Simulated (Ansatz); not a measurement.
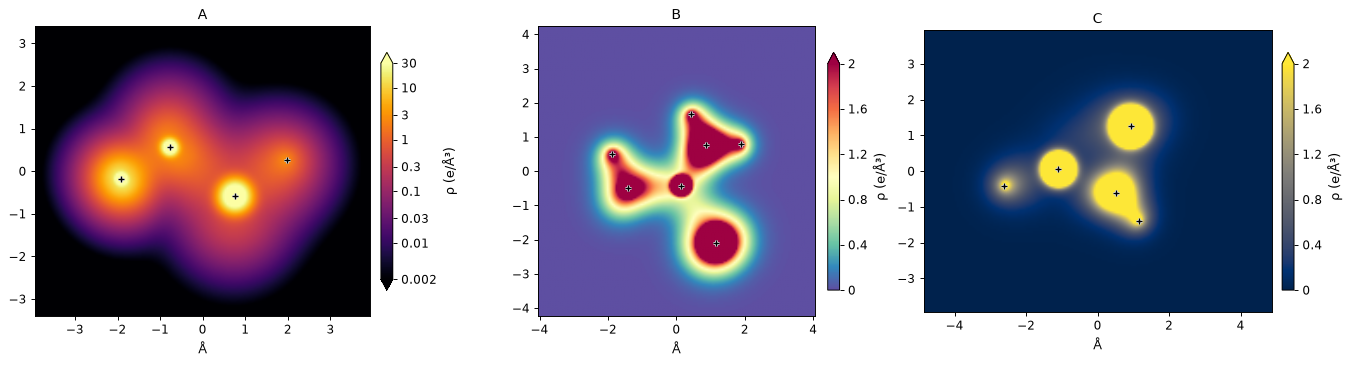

The total electron density of 3 systems, each on a plane through atoms (crosses mark nuclei in the plane).

These are results of RKS PBE0-D4/def2-TZVPP (Ansatz), not measurements.

System 1: CH5BBrN (SMILES CB(N)Br), the plane of atoms B2, N3 and H8. Geometry: PBE0-D4/def2-TZVP.

```xyz
9

C     0.2216    0.9499   -0.7009
B    -0.2467   -0.4082   -0.0894
N     0.0740   -0.8440    1.1870
Br   -1.3593   -1.5971   -1.1673
H     0.7991    0.7794   -1.6139
H     0.8345    1.5382   -0.0131
H    -0.6404    1.5552   -0.9951
H    -0.2365   -1.7227    1.5641
H     0.6419   -0.2970    1.8116
```

System 2: AlGeH4N (SMILES [NH]1[AlH][GeH2]1), the plane of atoms Al2, N1 and H4. Geometry: PBE0-D4/def2-TZVP.

```xyz
7

N    -0.6583   -0.5462   -0.4228
Al    0.2867    0.6435   -1.2849
Ge    0.4341    0.1115    1.0052
H    -1.3700   -1.2582   -0.3945
H     0.4589    1.2427   -2.7344
H    -0.4008    0.7348    2.1490
H     1.3107   -0.9961    1.6368
```

System 3: CH4F2Si, the plane of atoms F3, C2 and Si4. Geometry: PBE0-D4/def2-TZVP.

```yaml
atoms:
  - { symbol: F, position_ang: [0.9263, -0.7980, 1.4681] }
  - { symbol: C, position_ang: [0.9002, -0.0068, 0.3548] }
  - { symbol: F, position_ang: [1.7514, -0.5607, -0.5588] }
  - { symbol: Si, position_ang: [-0.8798, 0.0668, -0.3612] }
  - { symbol: H, position_ang: [1.3183, 0.9666, 0.6390] }
  - { symbol: H, position_ang: [-1.7656, 0.6629, 0.6689] }
  - { symbol: H, position_ang: [-1.3052, -1.3124, -0.6953] }
  - { symbol: H, position_ang: [-0.8536, 0.9244, -1.5716] }
```

Question: Which map belongs to which system?

Answer: Panel A is system 3, CH4F2Si: the plane holds C, F, Si and H. C–F (1.37 Å): ρ at the midpoint is about 2.2 e/Å³, with its minimum of 1.7 e/Å³ about 0.5 Å from C. Panel B is system 1, CH5BBrN: the plane holds C, B, N, Br and H. B–N (1.39 Å): the density is about 2 e/Å³ at the midpoint. Panel C is system 2, AlGeH4N: the plane holds N, Al, Ge and H. Al–N (1.75 Å): ρ is about 0.86 e/Å³ halfway.
